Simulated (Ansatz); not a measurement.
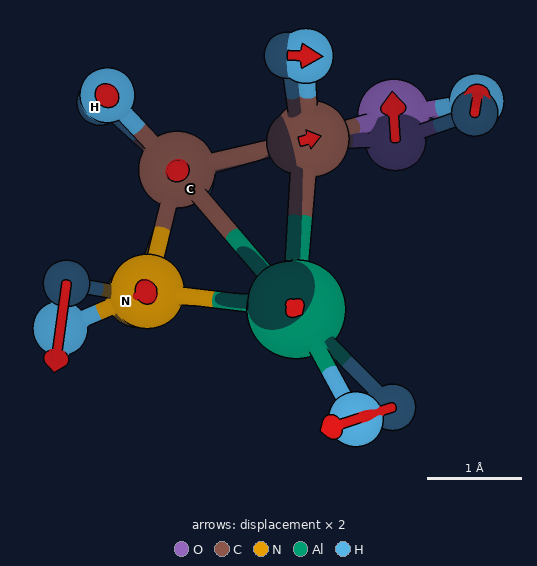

This is a relaxation of C$_{2}$H$_{6}$AlNO (coarse preliminary run). The starting structure is drawn faded, the final one solid; red arrows show the displacements, magnified 2 times. The two geometries are superimposed by the best rigid fit.

A ball-and-stick model, seen at a tilt.

The start comes from a force field.

These are results of Ansatz, RKS PBE-D4/def2-SVP, not measurements. (force threshold 0.03 eV/Å; at most 200 steps)

Which element moves most?

Hydrogen: up to 0.75 Å, against 0.34 Å for oxygen.

What happened in the run?

The atom that moves furthest after the best rigid fit is an H atom (0.75 Å). By element the largest moves are H 0.75 Å, O 0.34 Å, N 0.22 Å, C 0.18 Å, Al 0.15 Å. Among the contacts that change: Al–N 1.963 → 1.789 Å, H–O 1.064 → 0.973 Å, C–O 1.364 → 1.428 Å, C–H 1.178 → 1.117 Å. Bond angles that change, for instance: Al–N–H 107.9° → 147.0°, C–Al–H 144.5° → 169.9°, C–Al–H 130.3° → 150.2°. After 8 accepted moves (11 points after the start) the energy has fallen by 136.5 kJ/mol. The largest force component goes from 4.5 to 0.022 eV/Å. The line search rejected the trial steps at points 6, 8, 10 of the run. Cost: 10 s on 4 threads of Intel Xeon Platinum 8488C, on a shared host.
